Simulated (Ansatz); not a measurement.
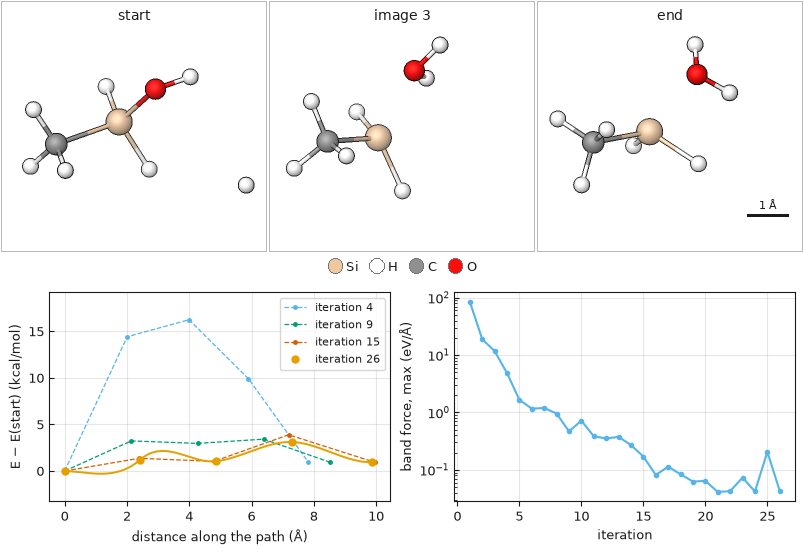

A search for the minimum-energy path of CH₇OSi (multiplicity 2), made up at the start of CH$_{6}$OSi and H by the nudged elastic band. Images are numbered from 0 (start) to 4 (end). The plot follows the band through its iterations. A ball-and-stick model, seen at a tilt.

Level of theory: Ansatz 0.2.0, UKS PBE0-D4/6-31G*. Settings: 3 movable images; climbing image; force threshold 0.05 eV/Å; iteration limit 60; starting path through a guess of the saddle point.

> Did the band converge, and can the barrier be trusted?

The run is converged, with reservations. The band converged in 26 iterations. The largest component of the band force went from 86 to 0.043 eV/Å. The climbing image converged on the top of the path. Its curvatures weren't checked. So few images resolve the path coarsely. The first iteration put the highest image at 340.47 kcal/mol. Forward barrier 3.12 kcal/mol, backward barrier 2.18 kcal/mol, with image 3 at the top; the reaction energy is +0.94 kcal/mol.

Limits of the set-up: the start holds two separate molecules, 3.1 Å apart at their closest, whose relative position is a soft coordinate.

Cost: 95 s on 1 thread of AMD EPYC 9R45 96-Core Processor (Zen 5) (shared host), peak memory 0.18 GiB.
